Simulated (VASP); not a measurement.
Band structure of C (diamond). Computed with PBE GGA with D4 dispersion, VASP's PBE PAW potentials (set 64) (plane waves; VASP).

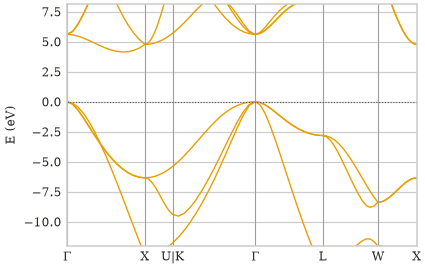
*Bands along high-symmetry lines, zero at the valence-band maximum or, without a gap, the Fermi level*

Read the plot: is there a gap, and where are the band edges?

The gap is indirect, 4.14 eV, from the valence maximum at Γ to the conduction minimum at Γ-X at 0.71. (Edges off the drawn lines would not show.)

The compound is C in the diamond structure. It was relaxed first.
